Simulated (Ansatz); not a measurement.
Where the default PAW files enter, the runs use the earlier of Ansatz's two default sets.

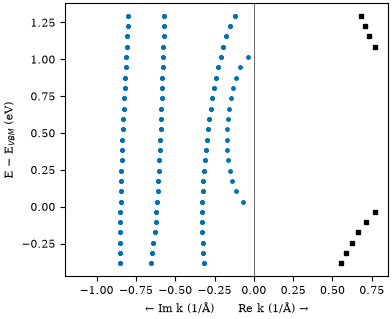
Figure. Complex bands at the centre of the two-dimensional zone; r2SCAN in Ansatz (a first-principles code)

The gap is the functional's own, uncorrected, and κ follows it; spin-orbit coupling is left out. Mid-gap means the computed energy nearest the middle.

### Question
This is TePb (Fm-3m, rock salt, 2 atoms a cell, 33.9 Å³ an atom) along the normal of (111). Read off the slowest decay at the centre of the two-dimensional zone at 0.53 eV, the computed energy nearest the middle of the gap.

### Answer
κ ≈ 0.17 1/Å, a decay length 1/(2κ) of the density of 3.0 Å.
